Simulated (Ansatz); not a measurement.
# CH6SeSi2: up Jacob's ladder to CCSD(T)

Aim: compute CH6SeSi2 with functionals from several rungs and with coupled cluster, and see how far each lands from CCSD(T) at the basis-set limit for the atomisation energy.

Program: Ansatz 0.2.0, Gaussian basis. Level of theory: functionals in def2-TZVPP, the program's frozen cores in correlated methods. These are calculated values, not measurements.

Levels to be run: PBE-D4, r2SCAN-D4, PBE0-D4, B3LYP-D4, ωB97X-V, ωB97M-V, B2PLYP; CCSD(T)/def2-TZVPP; MP2/def2-QZVPP; extrapolation to the limit.

### Step 1. The geometry

The geometry comes from an earlier relaxation with PBE0-D4 in a triple-zeta def2 set; it is a stationary point, not always the lowest conformer.

SMILES `C[SiH]1[SiH2][Se]1`, 10 atoms, charge 0, spin multiplicity 1.

Atoms are counted from 1 here; the program's logs count them from 0.

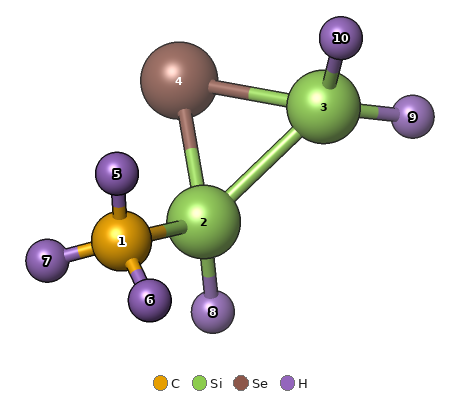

The geometry (carbon amber, silicon green, selenium brown, hydrogen purple); atoms are numbered from 1 in the order of the file.

### Step 2. PBE-D4 (GGA)

Input file in.yaml:

```yaml
crystal:
  periodic: [false, false, false]
  atoms:
    - {symbol: C, position_ang: [-1.329848, 0.772425, -0.794741]}
    - {symbol: Si, position_ang: [-0.417533, -0.529213, 0.178295]}
    - {symbol: Si, position_ang: [1.706351, -0.284372, 0.903135]}
    - {symbol: Se, position_ang: [1.279679, -1.627411, -0.911477]}
    - {symbol: H, position_ang: [-0.624960, 1.424526, -1.312264]}
    - {symbol: H, position_ang: [-1.948919, 1.378845, -0.128427]}
    - {symbol: H, position_ang: [-1.980200, 0.304182, -1.537356]}
    - {symbol: H, position_ang: [-1.336205, -1.435034, 0.911852]}
    - {symbol: H, position_ang: [2.237720, -0.988646, 2.094691]}
    - {symbol: H, position_ang: [2.496816, 0.933498, 0.599291]}
basis:
  gaussian: {orbitals: def2-TZVPP}
hamiltonian: {xc: pbe, dispersion: d4}
output: {forces: true, orbitals: {seedname: orbitals}}
```

Command:

```sh
$ ansatz run in.yaml --threads 4 --pin off --events-out ev --progress --plain --max-ram 10444MiB
```

The runs that follow: r2SCAN-D4 (meta-GGA); PBE0-D4 (hybrid); B3LYP-D4 (hybrid); ωB97X-V (range-separated); ωB97M-V (range-separated); B2PLYP (double hybrid); CCSD(T) in def2-TZVPP; MP2 in def2-QZVPP.

**Question.** What will the summary of the whole plan be? Wanted: atomisation energy, CCSD(T)/CBS; farthest; mean size of error, hybrid; mean size of error, range-separated; gap, smallest and largest; T1 diagnostic; triples share of the correlation energy.

**Answer**, as computed:

```
                               quantity                                                   value
        atomisation energy, CCSD(T)/CBS                                          786.4 kcal/mol
functionals within 7.9 kcal/mol (1.0 %)  PBE-D4, r2SCAN-D4, PBE0-D4, B3LYP-D4, ωB97X-V, ωB97M-V
                               farthest                                 B2PLYP (-15.6 kcal/mol)
             mean size of error, hybrid                                            4.3 kcal/mol
    mean size of error, range-separated                                            3.3 kcal/mol
              gap, smallest and largest                    4.68 eV (PBE-D4), 10.78 eV (ωB97X-V)
                          T1 diagnostic                                                  0.0113
triples share of the correlation energy                                                   4.1 %
```

**Reading.** PBE-D4 misses by +2.6 kcal/mol. Double hybrids carry the basis error of their MP2 part in triple zeta, and no dispersion term here, so their miss is partly the set-up's. The reference freezes the cores and leaves out relativity and excitations past (T), and its outer-core shells are covered unevenly, so misses under about 7.9 kcal/mol can't be ranked. All levels share the lack of spin-orbit coupling, which lowers the free heavy atoms and so the true binding. Hartree-Fock recovers 74 % of the binding; the rest is correlation. Orbital gaps span 4.7 to 10.8 eV; exact exchange widens them. Correlated methods include outer-core shells of Se, which these sets cover unevenly.
